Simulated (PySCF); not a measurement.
# SiCl3 (SMILES Cl[Si](Cl)Cl) at U-r2SCAN/STO-3G

What is the energy change on altering one bond length of SiCl3 at U-r2SCAN/STO-3G? 

Program for the calculation: PySCF 2.14.0.

15 further runs of the same task are left out: 8 that didn't finish, 7 set aside as unsound or not needed.

**1. The system as given**

SiCl3 has 4 atoms, charge 0, and is taken as a doublet. As SMILES, `Cl[Si](Cl)Cl`. Geometry: relaxed at PBE0-D4/def2-TZVP.

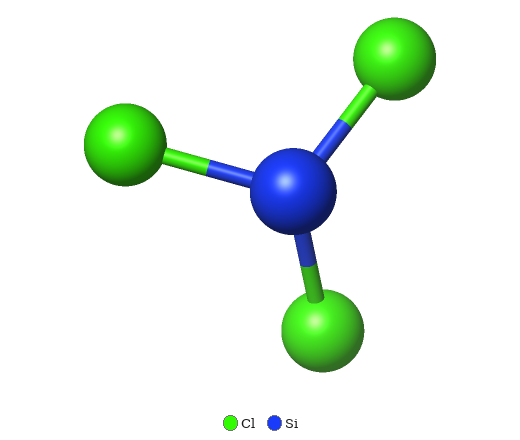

The structure, seen from a chosen angle (chlorine green, silicon blue).

**2. A single-point energy at U-r2SCAN/STO-3G**

Contents of run.py:

```python
from pyscf import gto, dft

molecule = gto.Mole()
molecule.atom = '''
Cl    -2.881454    -1.117962     1.946607
Si     0.219397     0.735859     0.586949
Cl     3.202519    -1.707934     0.413850
Cl    -0.540462     2.089848    -2.947406
'''
molecule.unit = 'bohr'
molecule.basis = 'sto-3g'
molecule.max_memory = 1860
molecule.spin = 1
molecule.charge = 0
molecule.verbose = 4
molecule.build()

mf = dft.UKS(molecule, xc='r2scan')
mf.grids.level = 5
mf.conv_tol = 1e-10
mf.kernel()
if not mf.converged:
    mf = mf.newton().run(mf.mo_coeff, mf.mo_occ)

e_final = mf.e_tot
print('E = %.10f Eh' % e_final)
```

Launch:

```sh
$ OMP_NUM_THREADS=1 python run.py
```

Output:

```text
PySCF version 2.14.0

[INPUT] num. atoms = 4
[INPUT] num. electrons = 65
[INPUT] charge = 0
[INPUT] spin (= nelec alpha-beta = 2S) = 1
[INPUT] symmetry False subgroup None
[INPUT] Mole.unit = bohr
[INPUT] Symbol           X                Y                Z      unit          X                Y                Z       unit  Magmom
[INPUT]  1 Cl    -1.524799791114  -0.591600013075   1.030100063017 AA   -2.881454000000  -1.117962000000   1.946607000000 Bohr   0.0
[INPUT]  2 Si     0.116099892544   0.389399813250   0.310600034772 AA    0.219397000000   0.735859000000   0.586949000000 Bohr   0.0
[INPUT]  3 Cl     1.694700072338  -0.903799750555   0.218999988739 AA    3.202519000000  -1.707934000000   0.413850000000 Bohr   0.0
[INPUT]  4 Cl    -0.286000173768   1.105899935887  -1.559700086529 AA   -0.540462000000   2.089848000000  -2.947406000000 Bohr   0.0

nuclear repulsion = 322.527498837142
number of shells = 20
number of NR pGTOs = 108
number of NR cGTOs = 36
basis = sto-3g
ecp = {}

******** <class 'pyscf.dft.uks.UKS'> ********
method = UKS
initial guess = minao
damping factor = 0
level_shift factor = 0
DIIS = <class 'pyscf.scf.diis.CDIIS'>
diis_start_cycle = 1
diis_space = 8
diis_damp = 0
SCF conv_tol = 1e-10
SCF conv_tol_grad = None
SCF max_cycles = 50
direct_scf = True
direct_scf_tol = 1e-13
number electrons alpha = 33  beta = 32
XC library pyscf.dft.libxc version 7.0.0
    S. Lehtola, C. Steigemann, M. J.T. Oliveira, and M. A.L. Marques.,  SoftwareX 7, 1–5 (2018)
XC functionals = r2scan
    J. W. Furness, A. D. Kaplan, J. Ning, J. P. Perdew, and J. Sun.,  J. Phys. Chem. Lett. 11, 8208-8215 (2020)
    J. W. Furness, A. D. Kaplan, J. Ning, J. P. Perdew, and J. Sun.,  J. Phys. Chem. Lett. 11, 9248-9248 (2020)
    J. W. Furness, A. D. Kaplan, J. Ning, J. P. Perdew, and J. Sun.,  J. Phys. Chem. Lett. 11, 8208-8215 (2020)
    J. W. Furness, A. D. Kaplan, J. Ning, J. P. Perdew, and J. Sun.,  J. Phys. Chem. Lett. 11, 9248-9248 (2020)
radial grids:
    Treutler-Ahlrichs [JCP 102, 346 (1995); DOI:10.1063/1.469408] (M4) radial grids

becke partition: Becke, JCP 88, 2547 (1988); DOI:10.1063/1.454033
pruning grids: <function nwchem_prune>
grids dens level: 5
symmetrized grids: False
atomic radii adjust function: <function treutler_atomic_radii_adjust>
small_rho_cutoff = 0
Set gradient conv threshold to 1e-05
tot grids = 172696
init E= -1651.16166727366
[... the frontier-level lines of each cycle are left out ...]


cycle= 1 E= -1651.6513513819  delta_E= -0.49  |g|= 0.324  |ddm|=    2
cycle= 2 E= -1651.55923024517  delta_E= 0.0921  |g|= 0.476  |ddm|= 1.71
cycle= 3 E= -1651.76292558891  delta_E= -0.204  |g|= 0.00582  |ddm|= 0.986
cycle= 4 E= -1651.76297293005  delta_E= -4.73e-05  |g|= 0.00154  |ddm|= 0.0276
cycle= 5 E= -1651.76297571701  delta_E= -2.79e-06  |g|= 7.7e-05  |ddm|= 0.00394
cycle= 6 E= -1651.7629757302  delta_E= -1.32e-08  |g|= 1.56e-05  |ddm|= 0.00037
cycle= 7 E= -1651.76297573045  delta_E= -2.49e-10  |g|= 9.78e-06  |ddm|= 8.03e-05
cycle= 8 E= -1651.76297573059  delta_E= -1.44e-10  |g|= 1.26e-06  |ddm|= 3.57e-05
cycle= 9 E= -1651.7629757306  delta_E= -2.73e-12  |g|= 1.53e-07  |ddm|= 6.9e-06
Extra cycle  E= -1651.76297573059  delta_E= 2.27e-12  |g|= 1.25e-07  |ddm|= 7.9e-07
converged SCF energy = -1651.76297573059  <S^2> = 0.75153543  2S+1 = 2.0015348
E = -1651.7629757306 Eh
```

Run time: 12 s. Hardware: 1 thread of Intel Xeon Platinum 8488C (Sapphire Rapids), shared host; peak memory 0.28 GiB.

**3. The distorted shape, same level**

Contents of job.py:

```python
from pyscf import gto, dft

molecule = gto.M(
    atom='''
Cl    -2.787673     0.442954     1.103380
Si    -1.146773     1.423954     0.383880
Cl     1.694700    -0.903800     0.219000
Cl    -1.548873     2.140454    -1.486420
''',
    verbose=4,
    charge=0,
    basis='sto-3g',
    max_memory=1860,
    spin=1,
)

ks = dft.UKS(molecule)
ks.xc = 'r2scan'
ks.conv_tol = 1e-10
ks.grids.level = 5
ks.kernel()
if not ks.converged:
    ks = ks.newton().run(ks.mo_coeff, ks.mo_occ)

energy = ks.e_tot
print(f'total energy: {energy:.8f} hartree')
```

Launch:

```sh
$ OMP_NUM_THREADS=1 python job.py
```

Output:

```text
PySCF version 2.14.0

[INPUT] num. atoms = 4
[INPUT] num. electrons = 65
[INPUT] charge = 0
[INPUT] spin (= nelec alpha-beta = 2S) = 1
[INPUT] symmetry False subgroup None
[INPUT] Mole.unit = angstrom
[INPUT] Symbol           X                Y                Z      unit          X                Y                Z       unit  Magmom
[INPUT]  1 Cl    -2.787673000000   0.442954000000   1.103380000000 AA   -5.267938494845   0.837061745781   2.085086011323 Bohr   0.0
[INPUT]  2 Si    -1.146773000000   1.423954000000   0.383880000000 AA   -2.167086897046   2.690883073979   0.725428064698 Bohr   0.0
[INPUT]  3 Cl     1.694700000000  -0.903800000000   0.219000000000 AA    3.202518863300  -1.707934471382   0.413850021280 Bohr   0.0
[INPUT]  4 Cl    -1.548873000000   2.140454000000  -1.486420000000 AA   -2.926945771733   4.044871842230  -2.808926706076 Bohr   0.0

nuclear repulsion = 267.624212929416
number of shells = 20
number of NR pGTOs = 108
number of NR cGTOs = 36
basis = sto-3g
ecp = {}

******** <class 'pyscf.dft.uks.UKS'> ********
method = UKS
initial guess = minao
damping factor = 0
level_shift factor = 0
DIIS = <class 'pyscf.scf.diis.CDIIS'>
diis_start_cycle = 1
diis_space = 8
diis_damp = 0
SCF conv_tol = 1e-10
SCF conv_tol_grad = None
SCF max_cycles = 50
direct_scf = True
direct_scf_tol = 1e-13
number electrons alpha = 33  beta = 32
XC library pyscf.dft.libxc version 7.0.0
    S. Lehtola, C. Steigemann, M. J.T. Oliveira, and M. A.L. Marques.,  SoftwareX 7, 1–5 (2018)
XC functionals = r2scan
    J. W. Furness, A. D. Kaplan, J. Ning, J. P. Perdew, and J. Sun.,  J. Phys. Chem. Lett. 11, 8208-8215 (2020)
[... 18 lines left out ...]
WARN: HOMO -0.280905409834941 >= LUMO -0.280905409834936
[... 12 lines left out ...]
WARN: beta  nocc = 32  HOMO -0.093796953144497 >= LUMO -0.0937432008386077
[... 1 line left out ...]
WARN: HOMO -0.0937518223878976 >= LUMO -0.0937432008386077
[... 4 lines left out ...]
WARN: beta  nocc = 32  HOMO -0.0671550325523101 >= LUMO -0.0671303898723897
[... 1 line left out ...]
WARN: HOMO -0.0671550325523101 >= LUMO -0.0671303898723897
[... 67 lines left out ...]
converged SCF energy = -1651.66194832169  <S^2> = 0.75251372  2S+1 = 2.0025121
total energy: -1651.66194832 hartree
```

It took 52 s on 1 thread of Intel Xeon Platinum 8488C (Sapphire Rapids), shared host; peak memory 0.29 GiB.

**4. What came out**

At U-r2SCAN/STO-3G:

| quantity | value |
| --- | --- |
| first shape: total energy | -1651.76298 Eh |
| first shape: dipole moment | 1.84 D |
| first shape: HOMO energy (highest over α and β) | -4.49 eV |
| first shape: LUMO energy (lowest over α and β) | -2.55 eV |
| first shape: ⟨S²⟩ | 0.752 |
| distorted shape: total energy | -1651.66195 Eh |
| distorted shape: dipole moment | 2.29 D |
| distorted shape: HOMO energy (highest over α and β) | -5.07 eV |
| distorted shape: LUMO energy (lowest over α and β) | -4.50 eV |
| distorted shape: ⟨S²⟩ | 0.753 |
| energy change with the Si2–Cl3 bond stretched from 2.043 to 3.677 Å | 2.749 eV |

In words: With the Si2–Cl3 bond stretched from 2.043 to 3.677 Å the energy rises by 2.75 eV (63 kcal/mol). The first shape isn't relaxed at this level, so the change isn't measured from a minimum. The minimal basis adds a large error of its own.
